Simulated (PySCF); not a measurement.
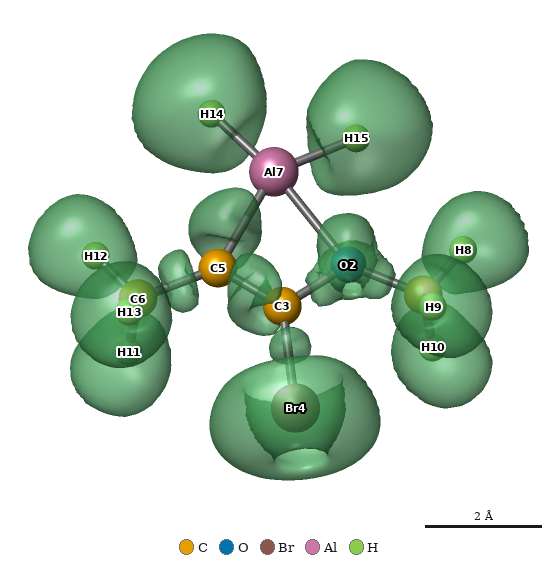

Figure 1: C4H8AlBrO. Isosurface of the ELF at 0.75 (green), seen at a tilt. Only the valence region is drawn (cores and ρ < 0.01 e/Å³ removed).

Geometry: GFN2-xTB.

Computed with PBE0/def2-SVPD, SCF density, gas phase in PySCF.

| atom | x (Å) | y (Å) | z (Å) |
| --- | --- | --- | --- |
| C | 2.4345 | 0.4080 | 0.4128 |
| O | 1.0423 | 0.5057 | 0.2135 |
| C | 0.1973 | -0.5758 | 0.4001 |
| Br | 0.9903 | -2.2496 | 0.9333 |
| C | -1.0711 | -0.2811 | 0.1739 |
| C | -2.2052 | -1.2495 | 0.2937 |
| Al | -0.7012 | 1.6838 | -0.2938 |
| H | 2.8337 | 1.3989 | 0.2014 |
| H | 2.6657 | 0.1315 | 1.4459 |
| H | 2.8794 | -0.3215 | -0.2708 |
| H | -2.0670 | -2.0901 | -0.3877 |
| H | -3.1420 | -0.7528 | 0.0522 |
| H | -2.2678 | -1.6449 | 1.3085 |
| H | -2.0484 | 2.3317 | -0.6291 |
| H | 0.4551 | 2.7136 | -0.4154 |

> Describe the localisation domains.

At this value the surface marks out one region between bonded Br–C atoms (shared pairs), two regions between bonded C–C atoms (shared pairs), eight regions around hydrogen nuclei, one lobe of the valence shell of C pointing towards Al (polar bonds), one region on O in which the atom's valence shell and bonds are merged and one ring or bowl of non-bonding electrons around Br. Along the contacts the grid gives the following. C–C (1.32 Å): the ELF peaks at about 0.90 between the atoms: a short, multiple covalent bond. C–O (1.39 Å): the ELF peaks at about 0.90 between the atoms, as expected for a shared but strongly polarised pair.
